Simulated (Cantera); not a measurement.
Feed: 1 mol C₂H₆, a varied amount of CO₂, 3.3 mol H₂, held at 648.15 K and 25.0 bar.

These are equilibrium values from Cantera (NASA tables, ideal gas, pure condensed phases), not measurements of a reactor. Candidate condensed phases: C, C₆H₆, C₇H₈, C₈H₁₈, H₂O; 110 gas species. Kinetics and transport are ignored.

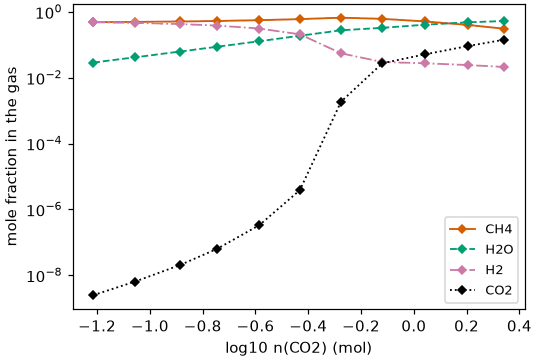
Figure: Equilibrium gas composition (values under 1e-9 drawn at 1e-9)

Problem. Read off the mole fractions at 0.53 mol CO₂.

Solution. CH₄ about 0.67, H₂O about 0.28, H₂ about 0.055, CO₂ about 0.0019.
